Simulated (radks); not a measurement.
System: a free Cr atom, configuration [Ar] 3d5 4s1 (high spin). It is put inside a hard spherical wall of varying radius. All numbers are computed, not measured: scalar-relativistic Kohn-Sham, LDA (Slater exchange, VWN5 correlation), spin-polarised, spherical densities, finite nucleus (the in-house radial solver radks). Wanted, and plotted below: the outer orbital energies (spin up).

The levels rise as the wall closes in: 3d↑ goes from −3.89 eV at 15 bohr to 9.74 eV at 3 bohr and passes zero between 5 and 4 bohr. On compression 4d↑ drops below 5s↑ between 10 and 7 bohr and 3d↑ drops below 4s↑ between 5 and 4 bohr; in each crossing pair the level of higher l rises less. The fastest to rise is 5s↑ (by 103.7 eV), the slowest 3p↑ (by 13.2 eV): the wall presses hardest on the most extended orbitals.

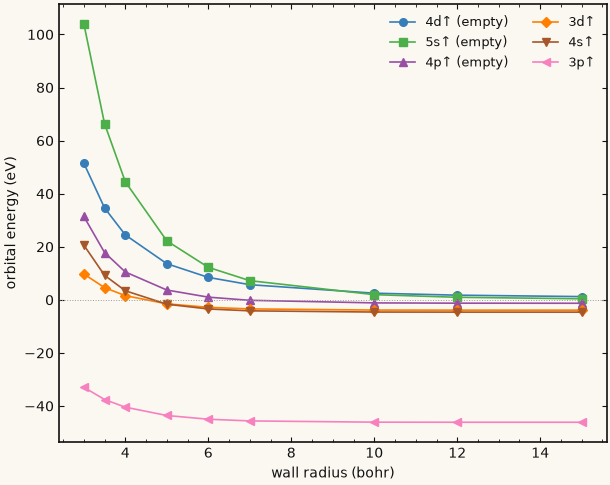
